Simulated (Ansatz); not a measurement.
```sh
ansatz run in.yaml --threads 2 --pin off --events-out ev --progress --plain --max-ram 4352MiB
```

```yaml
crystal:
  periodic: [false, false, false]
  atoms:
    - {symbol: F, position_ang: [-0.272014, -1.007727, 0.871912]}
    - {symbol: C, position_ang: [0.370450, -0.414321, -0.233680]}
    - {symbol: Br, position_ang: [-1.084588, 1.056378, -0.909941]}
    - {symbol: H, position_ang: [0.986141, 0.365660, 0.271709]}
basis:
  gaussian: {orbitals: "def2-TZVPPD.json"}
total_charge: -1
hamiltonian: {xc: r2scan, dispersion: d4}
```

Work out the structure from the coordinates.

The species is CHBrF⁻. SMILES: `F[CH-]Br`. Among its groups: C–F bond, C–Br bond. The point group is C1. Coordination: 1 C trigonal pyramidal.

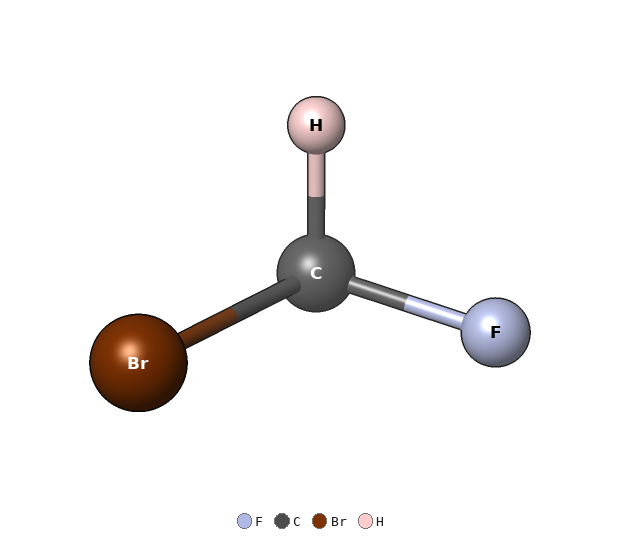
